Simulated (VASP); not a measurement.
Band structure of PbO$_{2}$ (rutile). Calculation: PBE GGA, VASP's PBE PAW potentials (set 64) (plane waves; VASP 6.6.1).

Unless said otherwise, spin-orbit coupling is left out, though it shifts the bands of the heavy elements here.

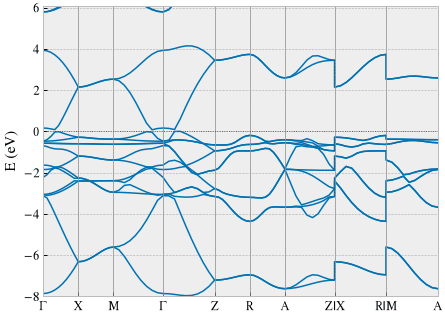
Fig. 1. Bands along high-symmetry lines, zero at the valence-band maximum or, without a gap, the Fermi level

Read the plot: is there a gap, and where are the band edges?

The gap is indirect, 0.07 eV, from the valence maximum at Γ-Z at 0.33 to the conduction minimum at M-Γ at 0.78. (Edges off the drawn lines would not show.)

The compound is PbO2 in the rutile structure. It was relaxed first, which changed the volume by +6 %.
